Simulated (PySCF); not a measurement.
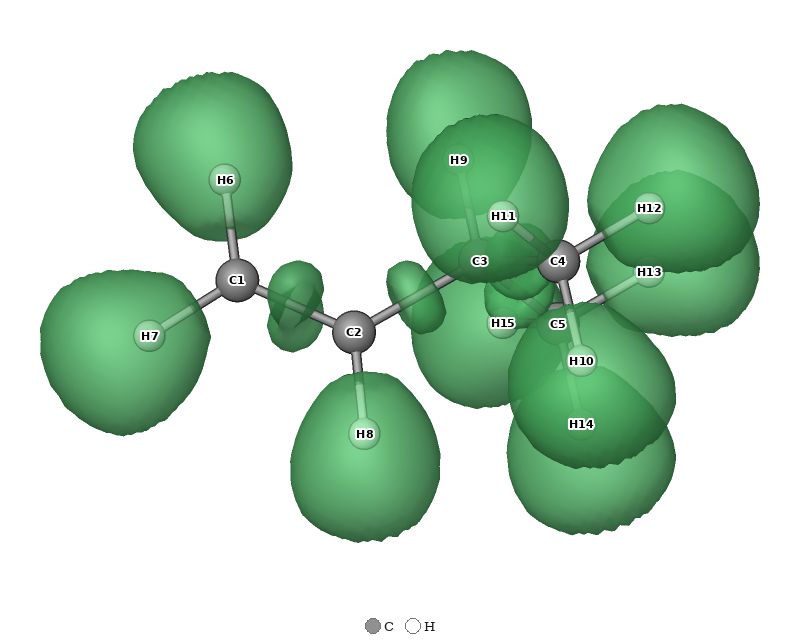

Figure 1: C5H10. Isosurface of the ELF at 0.85 (green), seen from one side. Only the valence region is drawn (cores and ρ < 0.01 e/Å³ removed).

Geometry: GFN2-xTB.

Method: CAM-B3LYP/pcSseg-1, SCF density, in a chloroform solvent model, non-relativistic (PySCF 2.14.0).

Input

```
{"job": {"xc": "CAM-B3LYP", "basis": "pcSseg-1", "solvent": "chloroform", "kind": "nmr", "pop": true}, "charge": 0, "multiplicity": 1}
C      2.056168    -0.025475    -0.925711
C      0.746010     0.110606    -0.855931
C     -0.067232    -0.080392     0.388839
C     -0.794762     1.219050     0.739381
C     -1.072743    -1.215270     0.184389
H      2.644452    -0.291815    -0.062329
H      2.600666     0.121808    -1.843213
H      0.176962     0.378829    -1.737187
H      0.602193    -0.344907     1.214152
H     -1.472072     1.502570    -0.063649
H     -0.081000     2.026224     0.888658
H     -1.374614     1.095726     1.651445
H     -1.657825    -1.371511     1.087997
H     -1.753945    -0.976057    -0.629735
H     -0.556672    -2.141398    -0.059018
```

Run with:

```sh
OMP_NUM_THREADS=1 python ens_run.py task.json out
```

Question: Where are the electrons localised?

Answer: At this value the surface marks out four regions between bonded C–C atoms (shared pairs) and ten regions around hydrogen nuclei. Profiles from the grid: C–C (1.32 Å): the ELF peaks at about 0.95 between the atoms; a short, multiple covalent bond. C–H (1.08 Å): the ELF climbs to about 1 towards the hydrogen, as it does in any bond to H; a covalent bond by its length.
